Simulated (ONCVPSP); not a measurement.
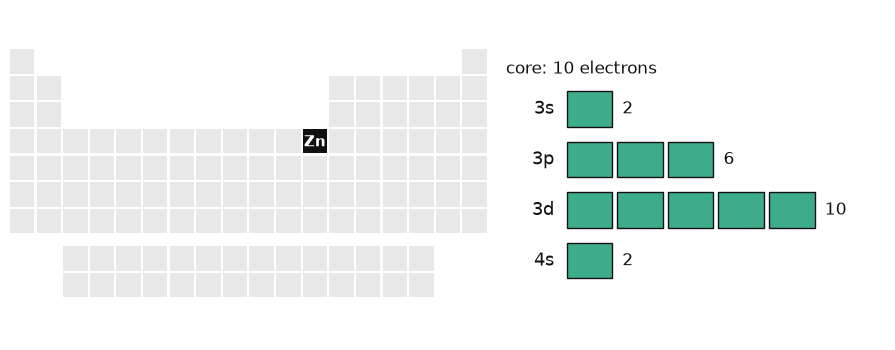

Fig. 1: Left, the place of zinc in the periodic table; right, the valence shells of the reference configuration: a box for each of the 2l + 1 orbitals, shaded by the share of the shell that is filled, with the electron count at the right. The shells are those of the unaltered input.

# Zn: pseudopotential generation

System: zinc (Zn, Z = 30), core [Ne], reference valence 3s2 3p6 3d10 4s2, valence charge 20. (This line and the method describe the unaltered input from which the odd one was made.)
Method: ONCV potential, BLYP, scalar-relativistic, made with ONCVPSP 4.0.1.

**The input**
```
# ATOM AND REFERENCE CONFIGURATION
# atsym  z   nc   nv     iexc    psfile
  Zn 30.00    3    4  -106131      upf
#
#   n    l    f
    1    0    2.00
    2    0    2.00
    2    1    6.00
    3    0    2.00
    3    1    6.00
    3    2   10.00
    4    0    2.00
#
# PSEUDOPOTENTIAL AND OPTIMIZATION
# lmax
    2
#
#   l,   rc,      ep,       ncon, nbas, qcut
    0    1.20    0.00    4    8   13.00
    1    1.00    0.00    5    8   14.30
    2    0.90    0.00    7    8   17.20
#
# LOCAL POTENTIAL
# lloc, lpopt,  rc(5),   dvloc0
    2    5    0.90    0.00
#
# VANDERBILT-KLEINMAN-BYLANDER PROJECTORs
# l, nproj, debl
    0    2    0.70
    1    2    3.70
    2    0    1.40
#
# MODEL CORE CHARGE
# icmod, fcfact, rcfact
    0    0.00    0.00
#
# LOG DERIVATIVE ANALYSIS
# epsh1, epsh2, depsh
   -6.00    5.00    0.04
#
# OUTPUT GRID
# rlmax, drl
    6.00    0.01
#
# TEST CONFIGURATIONS
# ncnf
    4
# nvcnf
#   n    l    f
    4
    3    0    2.00
    3    1    6.00
    3    2   10.00
    4    0    1.00
#
    4
    3    0    2.00
    3    1    6.00
    3    2   10.00
    4    0    0.00
#
    4
    3    0    2.00
    3    1    6.00
    3    2    9.00
    4    0    0.00
#
    4
    3    0    2.00
    3    1    6.00
    3    2    8.00
    4    0    0.00
#
```

Run as:
```bash
oncvpsp.x < Zn.dat > Zn.out
```

**The program's output (extracts)**
```
ONCVPSP  (Optimized Norm-Conservinng Vanderbilt PSeudopotential)
scalar-relativistic version 4.0.1

ONCVPSP  (Optimized Norm-Conservinng Vanderbilt PSeudopotential)
scalar-relativistic version 4.0.1 03/01/2019

While it is not required under the terms of the GNU GPL, it is
suggested that you cite D. R. Hamann, Phys. Rev. B 88, 085117 (2013)
in any publication utilizing these pseudopotentials.

test_data: must have 3 <= ncon <= 5, l=   2
test_data: must have ncon+2 <= nbas <= ncon+5, l=   2
ERROR: test_data found   2 ERROR; stopping
```

**Outcome**

| quantity | value |
| --- | --- |
| outcome | refused by the program |
| hardware | 1 CPU thread, shared host |

**Diagnosis**

This input holds a deliberate fault: ncon of l = 2 set to 7. The generator stopped with the message “test_data: must have 3 <= ncon <= 5, l= 2”.
